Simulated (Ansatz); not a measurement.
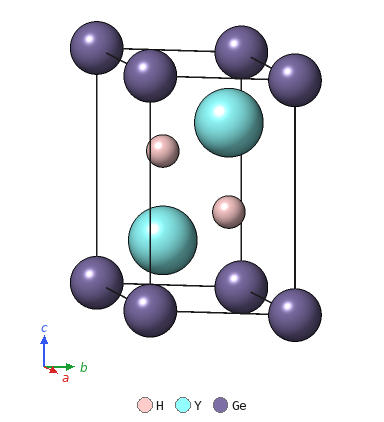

Crystal structure, spheres-only style, seen slightly off an axis. One simulation cell is framed, with atoms on its boundary repeated.

```
CELL_PARAMETERS angstrom
1.93290 3.34789 0.00000
-1.93290 3.34789 0.00000
0.00000 0.00000 6.34216
ATOMIC_POSITIONS crystal
H 0.33330 0.33340 0.60700
H 0.66670 0.66660 0.39300
Y 0.33330 0.33340 0.22650
Y 0.66670 0.66660 0.77350
Ge 0.00000 0.00000 0.00000
```

Setup: DFT, PAW plane waves, PBE in Ansatz 0.2.0; E_cut = 420 eV, an 8×8×4 grid in reciprocal space, Methfessel-Paxton smearing of 0.13 eV, no spin polarisation. The pressure of the cell is 14 GPa.

What does a Bader analysis give?

Y +1.63 e; Ge -1.88 e; H -0.69 e.

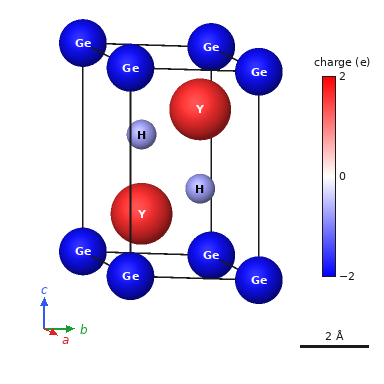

The atoms coloured by those charges.

The picture shows a generated cell, made by putting these elements into a known structure type (the compound may or may not exist in this form); the geometry isn't optimised. It was run through Ansatz as a DFT input.

At this level of theory the cell isn't at rest (compressed, at 14 GPa and forces up to 3.6 eV/Å), so its distances can differ from those at equilibrium, the more so the softer the solid.
